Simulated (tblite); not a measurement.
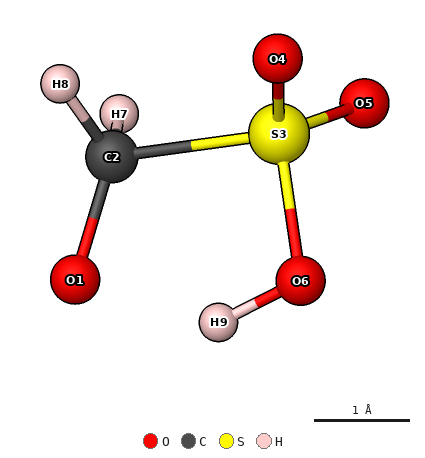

Starting structure of CH3O4S (multiplicity 2). A ball-and-stick model, seen at a tilt.

The calculation used tblite, GFN2-xTB geometry optimisation, gas phase.

```xyz
9

O    -0.8122   -1.5721   -0.1424
C    -0.9963   -0.2305   -0.1288
S     0.6557    0.6751    0.0945
O     0.7128    1.3255    1.3817
O     0.9912    1.3942   -1.1125
O     1.5588   -0.6612    0.1489
H    -1.4011    0.2639   -1.0163
H    -1.5849    0.2127    0.6956
H     0.8894   -1.4016    0.0543
```

Question: Predict the outcome.

Answer: Over 23 geometry steps the energy falls by 11.1 kcal/mol. The atom that moves furthest after the best rigid fit is O1 (0.15 Å). Largest moves by element: O 0.15 Å, H 0.12 Å, C 0.12 Å, S 0.07 Å. Near-neighbour distances that change, for instance: C2–S3 1.897 → 1.995 Å, O1–C2 1.354 → 1.263 Å, S3–O6 1.614 → 1.571 Å, O6–H9 1.003 → 0.973 Å. Among the angles between lasting bonds that change: O1–C2–S3 110.8° → 99.0°, H7–C2–H8 103.1° → 113.9°, C2–S3–O6 95.5° → 101.2°. Cost: 0.15 s on 1 thread of Intel(R) Xeon(R) Platinum 8259CL CPU @ 2.50GHz, with other jobs on the host.

Final geometry:

```xyz
9

O    -0.7811   -1.4244   -0.1362
C    -1.1179   -0.2076   -0.1339
S     0.6861    0.6142    0.0920
O     0.6955    1.2904    1.3479
O     0.9684    1.3619   -1.0896
O     1.5975   -0.6640    0.1569
H    -1.4208    0.2644   -1.0801
H    -1.6233    0.2051    0.7515
H     1.0089   -1.4340    0.0664
```

The end point in the same view:

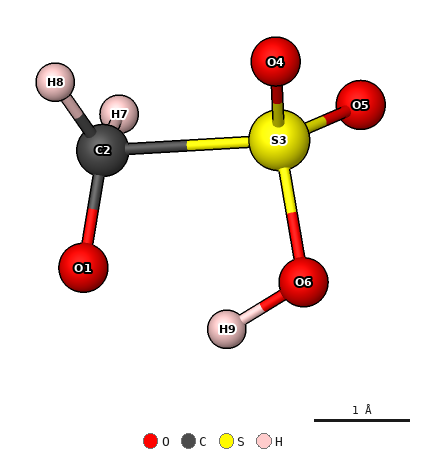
